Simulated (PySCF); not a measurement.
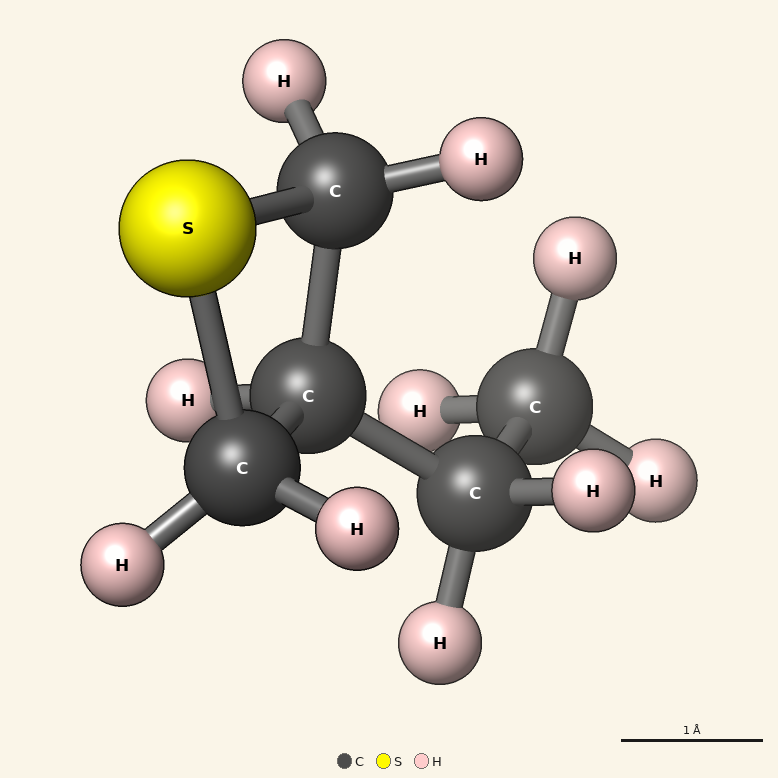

A ball-and-stick model of a molecule.

The geometry was computed by an optimisation with PBE0-D3(BJ)/def2-SVP. No frequency run is at hand to confirm it as a minimum.

Identify the structure.

Formula C₅H₁₀S. Its SMILES string is `CCC1CSC1`. Independent rings (smallest set): 1 of 4 members. Among its groups: thioether. The point group is C1. Coordination, clear cases only: 2 C tetrahedral; 1 S bent.

The parts below concern this one geometry. Atoms keep their numbers from picture to picture.

**Shape**

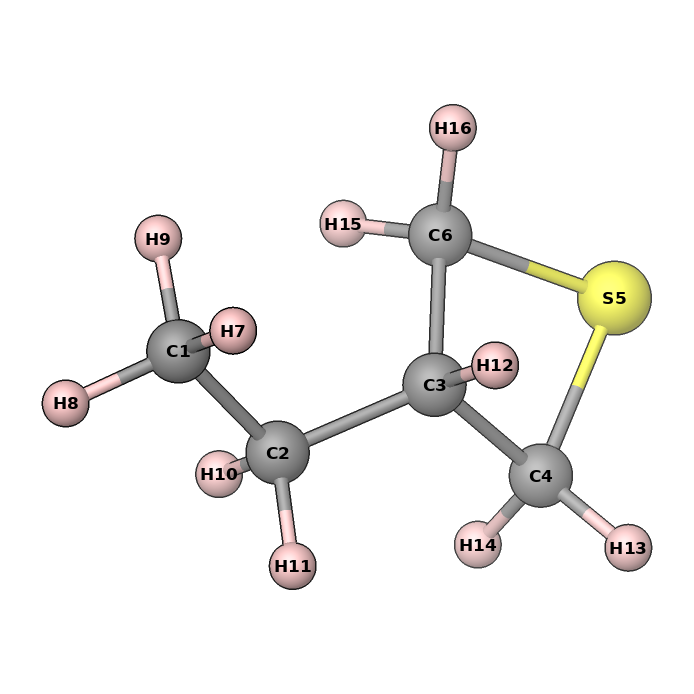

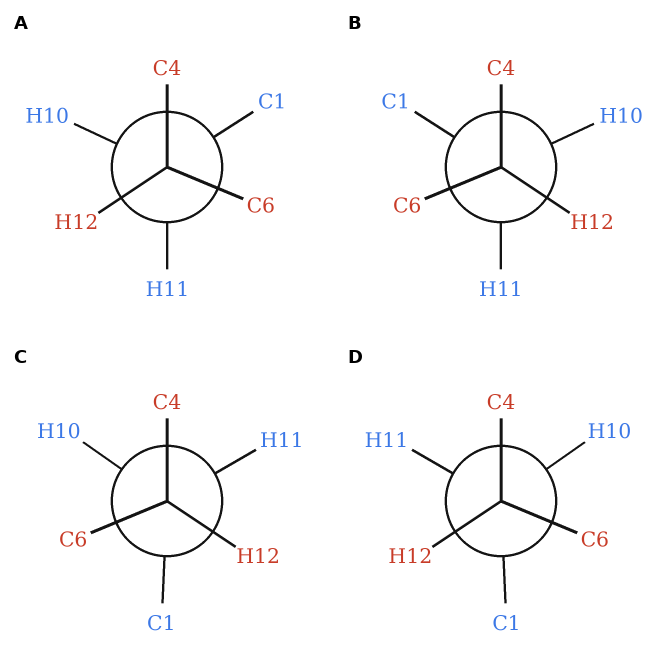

Distant atoms are faded towards the background colour. Bonds that would overlap in a projection are set slightly apart. No frequency run is at hand to confirm it as a minimum.

> Which Newman projection shows the view along C3–C2, with C3 in front?

C. The torsion angle C4–C3–C2–C1 is −177°, antiperiplanar (anti).

**Ring current**

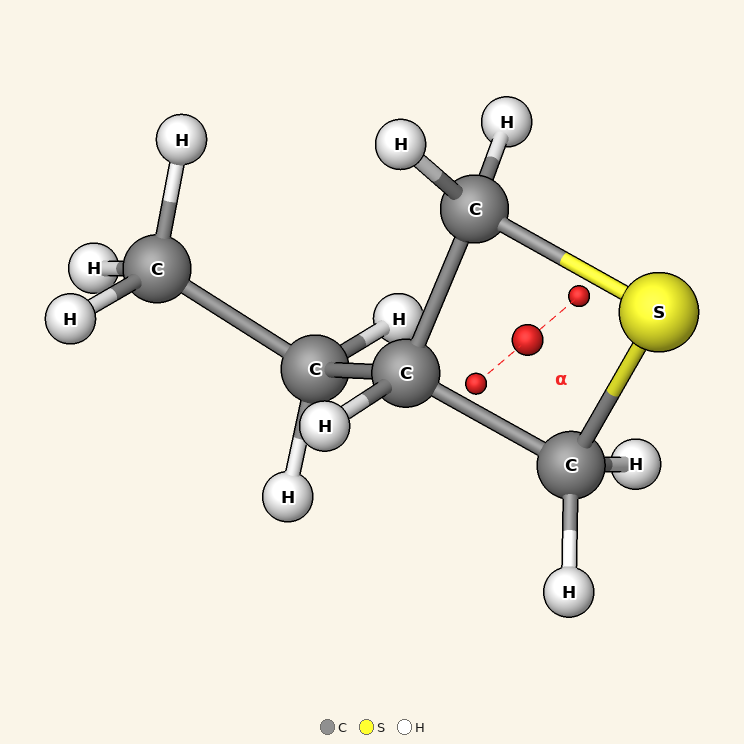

The small points mark where nucleus-independent chemical shifts (NICS) were computed: at the centre of each lettered ring and 1 Å above and below it. No frequency run is at hand to confirm it as a minimum. Level of theory: GIAO PBE0/pcSseg-1 NMR shielding, non-relativistic, IEF-PCM tetrahydrofuran (PySCF 2.14.0).

Give NICS(0), NICS(1) and the out-of-plane component NICS(1)zz for each ring (means of the two sides).

```tsv
ring	members	NICS(0)	NICS(1)	NICS(1)zz
α	C3S	−2.1	0.0	7.5
```

Values in ppm.

**NMR shielding**

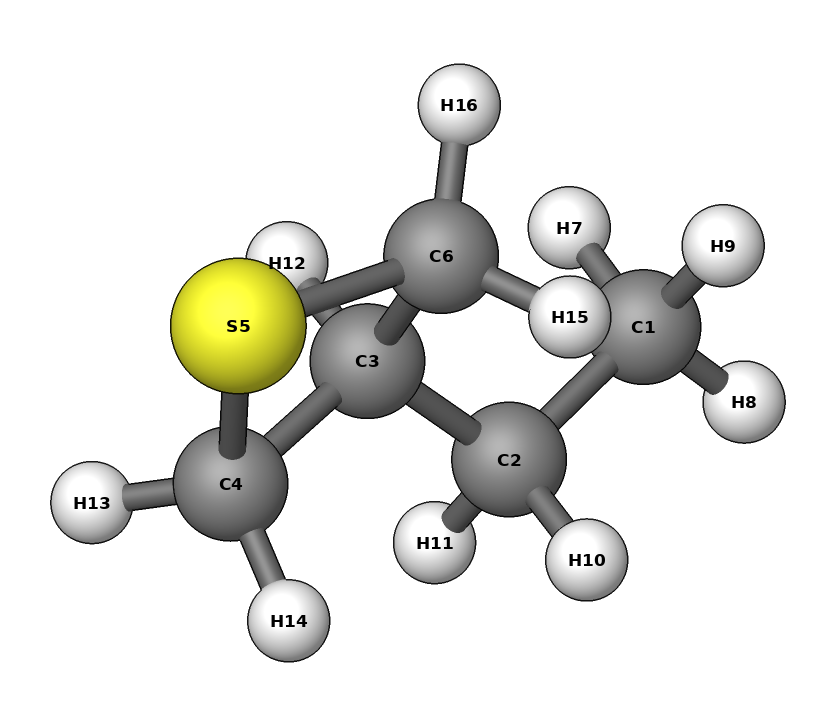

No frequency run is at hand to confirm it as a minimum. Properties computed with GIAO PBE0/pcSseg-1 NMR shielding, non-relativistic, IEF-PCM tetrahydrofuran (PySCF 2.14.0). Principal shieldings σ11 ≤ σ22 ≤ σ33, span Ω = σ33 − σ11, skew κ = 3(σiso − σ22)/Ω.

Give the shielding tensors of the S atoms.

```tsv
atom	σ11	σ22	σ33	σiso	Ω	κ
S5	275.7	465.2	895.6	545.5	619.9	0.39
```

Shieldings and span in ppm.

**Polarisability**

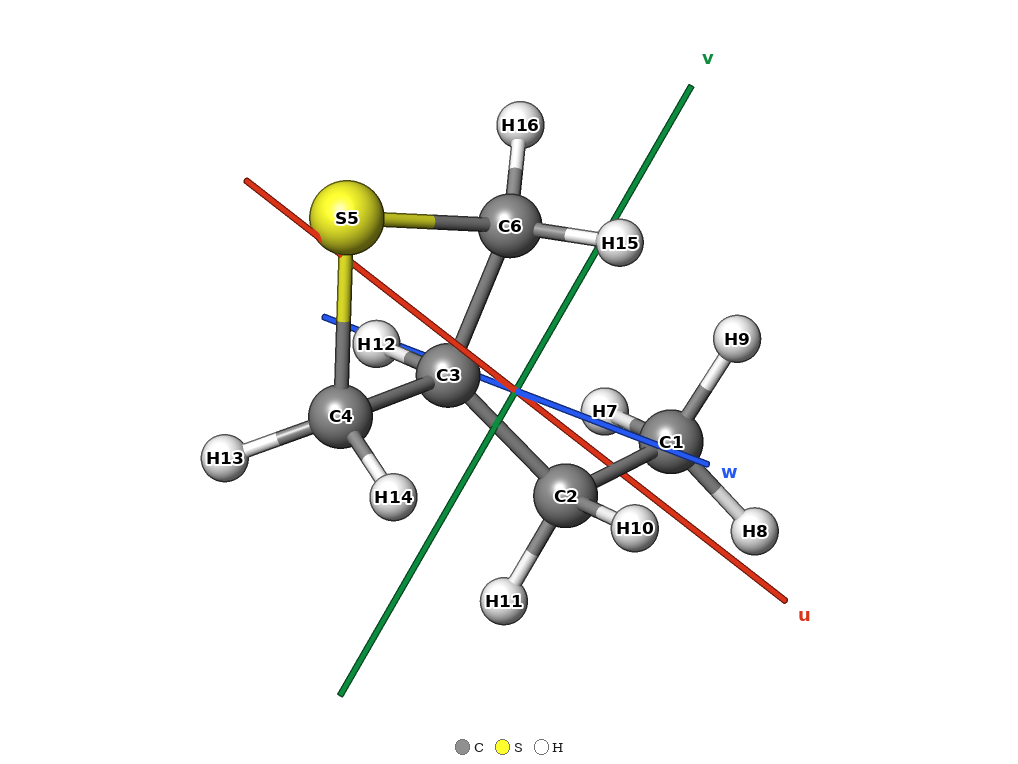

The lines u, v and w are the principal axes of the static dipole polarisability. No frequency run is at hand to confirm it as a minimum. Method: CAM-B3LYP/def2-SVPD (PySCF 2.14.0).

> Along which axis is the molecule most polarisable, and along which least?

Most along u (close to the long direction C1···S5), least along w.

> Give the three principal values.

u 93.0, v 76.6, w 67.6 bohr³; mean 79.1, anisotropy 22.3 bohr³.
